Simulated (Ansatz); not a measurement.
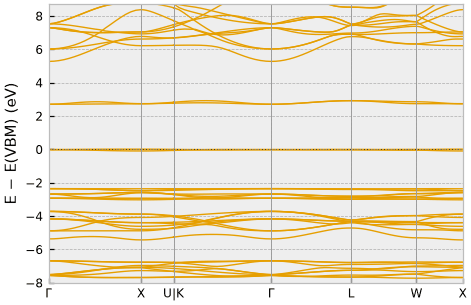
Band structure from plane-wave PAW r²SCAN (Ansatz code)

Task: Read off the gap and where the band edges lie.

Result: About 2.7 eV (2.71 eV by a search for the band edges); maximum at X, minimum at Γ.

Task: Which of these materials gives this?
A) Cs3CoF6, Fm-3m (Cs on 8c, Cs on 4b, Co on 4a, F on 24e)
B) MgS, rock salt
C) Li6SI2O, Fm-3m (Li on 24e, I on 8c, S on 4a, O on 4b)
D) MgS, zinc blende

Result: A, Cs3CoF6, Fm-3m (Cs on 8c, Cs on 4b, Co on 4a, F on 24e)

The first step of the workflow began from a Materials Project structure, measured or hypothetical; the Crystallography Open Database copy checked does not list it. Whether it is the stable phase at ambient conditions was not checked. The cell was relaxed with r²SCAN under the symmetry of its start; whether a distortion lowers the energy is not shown. No spin polarisation was allowed. No Hubbard U is applied. Scalar-relativistic: spin–orbit coupling is off unless named, which matters more the heavier the elements.

Potentials: the later of the program's two PAW sets.
